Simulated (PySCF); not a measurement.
# C6H5BrN2: the cost of one run

Programs: PySCF 2.14.0, with routines of our own; each step states its level. All values are computed. Atoms count from 0.

### Step 1. The system as given

14 atoms, charge 0, multiplicity 1; geometry from: GFN2-xTB.

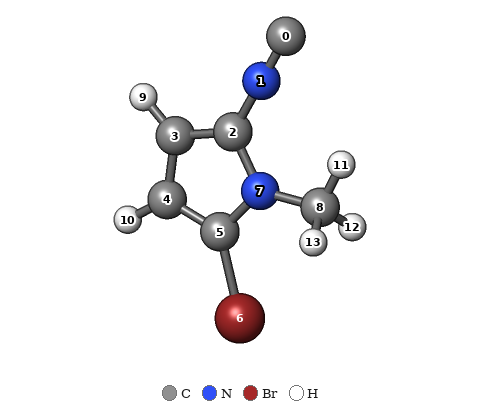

The starting geometry (carbon grey, nitrogen blue, bromine red, hydrogen white).

### Step 2. Relaxing the molecule at PBE0-D3(BJ)/def2-SVP

Job settings and geometry (Å):

```
{"job": {"xc": "PBE0", "basis": "def2-SVP", "d3": "d3bj", "grid": 2, "kind": "geom"}, "charge": 0, "multiplicity": 1}
C     -1.731598    -2.767292     0.082983
N     -0.907254    -1.938342     0.036435
C      0.047336    -0.994549    -0.018728
C      1.416180    -1.142866    -0.118207
C      1.965302     0.146709    -0.140391
C      0.910978     1.022935    -0.052861
Br     0.928213     2.899562    -0.028946
N     -0.260604     0.339887     0.021461
C     -1.573306     0.914154     0.123938
H      1.945867    -2.072149    -0.169010
H      3.001343     0.407787    -0.210560
H     -2.310153     0.113501     0.165879
H     -1.780147     1.547445    -0.741582
H     -1.652835     1.522745     1.027423
```

The run is started by

```sh
> OMP_NUM_THREADS=1 python excited_run.py task.json out
```

The driver reads the jobs from task.json and runs them one after another.

Q: Estimate the wall time and peak memory of this first job on 1 thread of Arm Neoverse V2, shared host.

About 84 s, with a peak of 0.9 GiB.
